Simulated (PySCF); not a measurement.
# One shape, several levels: BH4O− (SMILES [BH3-]O)

We compute a comparison of 6 runs (UPBE0/STO-6G, r2SCAN/STO-6G, BCCD(T)/STO-6G, CCSDT(Q)/STO-6G, CISD/STO-6G, UCCSD(T)/STO-6G) of BH4O−. 

The results are computed with PySCF 2.14.0.

2 further runs of the same task are left out: 2 set aside as unsound or not needed.

## Step 1: The molecule

BH4O−: 6 atoms, total charge -1, spin state singlet. As SMILES, `[BH3-]O`. The B1–H5 distance was set to 2.742 Å, away from the relaxed value. At this shape a bond of the SMILES string is far longer than usual.

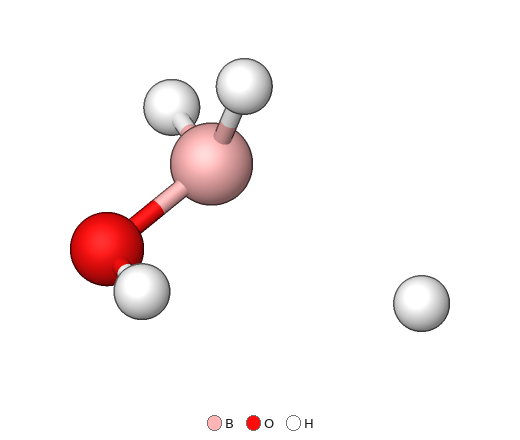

The structure, seen from a chosen angle (boron pink, oxygen red, hydrogen white).

## Step 2: The energy at UPBE0/STO-6G (run 1)

File input.xyz:

```xyz
6
BH4O
B      0.782552     0.904949    -0.898978
O      0.843672     2.094819     0.021422
H      1.919962     0.428119    -1.082298
H      0.314922     1.273799    -1.961828
H     -0.789000    -1.072510     0.169030
H      1.213992     1.763959     0.839872
```

File input.py:

```python
from pyscf import gto, dft

mol = gto.M(
    atom='input.xyz',
    charge=-1,
    max_memory=1860,
    basis='sto-6g',
    verbose=3,
)

mf = dft.UKS(mol, xc='pbe0')
mf.conv_tol = 1e-10
mf.grids.level = 5
mf.kernel()
if not mf.converged:
    mf = mf.newton().run(mf.mo_coeff, mf.mo_occ)
for _ in range(3):
    mo, _, stable, _ = mf.stability(return_status=True)
    if stable:
        break
    mf.kernel(mf.make_rdm1(mo, mf.mo_occ))

etot = mf.e_tot
print('E = %.10f Eh' % etot)
```

On the command line:

```console
$ OMP_NUM_THREADS=1 python input.py
```

What it wrote:

```text
converged SCF energy = -101.683426898566  <S^2> = 9.2139629e-12  2S+1 = 1
<class 'pyscf.dft.uks.UKS'> wavefunction is stable in the internal stability analysis
E = -101.6834268986 Eh
```

Wall time 11 s (1 thread of Intel Xeon Platinum 8375C at 2.90GHz (Ice Lake), shared host); peak memory 0.38 GiB.

## Step 3: A single-point energy at r2SCAN/STO-6G (run 2)

File calc.py:

```python
from pyscf import gto, dft

molecule = gto.M(
    atom='''
B      1.478809     1.710106    -1.698822
O      1.594309     3.958634     0.040482
H      3.628202     0.809028    -2.045247
H      0.595116     2.407131    -3.707318
H     -1.490994    -2.026750     0.319420
H      2.294112     3.333399     1.587128
''',
    spin=0,
    verbose=3,
    unit='bohr',
    basis='sto-6g',
    charge=-1,
    max_memory=1860,
)

mf = dft.RKS(molecule, xc='r2scan')
mf.grids.level = 5
mf.conv_tol = 1e-10
mf.kernel()
if not mf.converged:
    mf = mf.newton().run(mf.mo_coeff, mf.mo_occ)

e_final = mf.e_tot
print(f'total energy: {e_final:.8f} hartree')
```

On the command line:

```console
$ OMP_NUM_THREADS=1 python calc.py
```

What it wrote:

```text
converged SCF energy = -101.767067157606
total energy: -101.76706716 hartree
```

Run time: 6.6 s. Hardware: 1 thread of Intel Xeon Platinum 8375C at 2.90GHz (Ice Lake), shared host; peak memory 0.18 GiB.

Run 3 isn't shown in full; the table further down has it.

## Step 4: The energy at CCSDT(Q)/STO-6G (run 4)

File mol.xyz:

```xyz
6

B      0.782552     0.904949    -0.898978
O      0.843672     2.094819     0.021422
H      1.919962     0.428119    -1.082298
H      0.314922     1.273799    -1.961828
H     -0.789000    -1.072510     0.169030
H      1.213992     1.763959     0.839872
```

File job.py:

```python
from pyscf import gto, scf, cc

mol = gto.Mole()
mol.atom = 'mol.xyz'
mol.max_memory = 1860
mol.basis = 'sto-6g'
mol.verbose = 3
mol.spin = 0
mol.charge = -1
mol.build()

mf = scf.RHF(mol)
mf.conv_tol = 1e-10
mf.kernel()
if not mf.converged:
    mf = mf.newton().run(mf.mo_coeff, mf.mo_occ)

mycc = cc.CCSDT(mf, frozen=2)
mycc.kernel()
e_bracket, e_q = mycc.ccsdt_q()
e_tot = mycc.e_tot + e_q
print(f'total energy: {e_tot:.8f} hartree')
```

On the command line:

```console
$ OMP_NUM_THREADS=1 python job.py
```

What it wrote:

```text
converged SCF energy = -101.139857755222
_make_eris_incore_RCCSDT

WARN: A large `blksize` is being used, which may cause large memory consumption
      for storing contraction intermediates. If memory is sufficient, consider using
      `pyscf.cc.rccsdt_highm.RCCSDT` instead.

RCCSDT converged
E(RCCSDT) = -101.3030289590935   E_corr = -0.1631712038717546
E_corr(same-spin) = -0.00987335248412732
E_corr(oppo-spin) = -0.153297851387627
_make_eris_incore_RCCSDT
total energy: -101.30245344 hartree
```

Wall time 3.6 s (1 thread of Intel Xeon Platinum 8375C at 2.90GHz (Ice Lake), shared host); peak memory 0.1 GiB.

Run 5 isn't shown in full; the table further down has it.

## Step 5: A single-point energy at UCCSD(T)/STO-6G (run 6)

mol.xyz is that of step 4.

File input.py:

```python
from pyscf import gto, scf, cc

mol = gto.M(
    atom='mol.xyz',
    basis='sto-6g',
    max_memory=1860,
    charge=-1,
    verbose=4,
)

mf = scf.UHF(mol)
mf.conv_tol = 1e-10
mf.kernel()
if not mf.converged:
    mf = mf.newton().run(mf.mo_coeff, mf.mo_occ)
for _ in range(3):
    mo, _, stable, _ = mf.stability(return_status=True)
    if stable:
        break
    mf.kernel(mf.make_rdm1(mo, mf.mo_occ))

mycc = cc.CCSD(mf, frozen=2)
mycc.kernel()
e_t = mycc.ccsd_t()
e_tot = mycc.e_tot + e_t
print('E(%s) = %.9f' % ('CCSD(T)', e_tot))
```

On the command line:

```console
$ OMP_NUM_THREADS=1 python input.py
```

What it wrote:

```text
PySCF version 2.14.0

[... 98 lines left out ...]
converged SCF energy = -101.139857755224  <S^2> = 3.4200198e-11  2S+1 = 1
[... 68 lines left out ...]
converged SCF energy = -101.194957134922  <S^2> = 0.87703038  2S+1 = 2.1232337
[... 14 lines left out ...]
Init t2, MP2 energy = -0.0665621587182247
[... 24 lines left out ...]
UCCSD converged
[... 2 lines left out ...]
E(CCSD(T)) = -101.300843736
```

It took 1.1 s on 1 thread of Intel Xeon Platinum 8375C at 2.90GHz (Ice Lake), shared host; peak memory 0.12 GiB.

## Step 6: All runs side by side

```csv
run,level,follow instability,integration grid,energy (Eh),HOMO energy (eV),LUMO energy (eV),HOMO–LUMO gap (eV),wall time
1,UPBE0/STO-6G,yes,5,-101.683427,5.66,9.50,3.84,11 s
2,r2SCAN/STO-6G,–,5,-101.767067,6.35,8.74,2.39,6.6 s
3,BCCD(T)/STO-6G,–,–,-101.302356,–,–,–,3.3 s
4,CCSDT(Q)/STO-6G,–,–,-101.302453,3.69,12.75,9.06,3.6 s
5,CISD/STO-6G,–,–,-101.279648,3.69,12.75,9.06,0.74 s
6,UCCSD(T)/STO-6G,yes,–,-101.300844,3.28,13.26,9.98,1.1 s
```

## Step 7: What came out

| quantity | value |
| --- | --- |
| run 6: total energy | -101.30084 Eh |
| run 6: HOMO energy (Hartree–Fock orbitals) | 3.28 eV |
| run 6: LUMO energy (Hartree–Fock orbitals) | 13.26 eV |
| run 6: HOMO–LUMO gap (to an unbound level, set by the basis) | 9.98 eV |
| run 6: correlation energy (2 core orbitals frozen) | -105.9 mEh |
| run 6: (T) correction | -3.14 mEh |
| run 6: ⟨S²⟩ of the reference determinant | 0.877 |
| run 6: T1 diagnostic | 0.069 |

**Reading.** Totals of different functionals can't be ranked against each other. In runs 1, 2, 4, 5, 6 the HOMO lies above zero, so the outermost electron may be held by the basis alone. In runs 1, 2, 3, 4, 5, 6 the basis is minimal, so the values are rough. Spin contamination of the reference: run 6 ⟨S²⟩ = 0.88. Where it is this large, the reference is a mixture of spin states, and values that rest on it are in doubt. All runs together took 27 s, the longest 11 s.
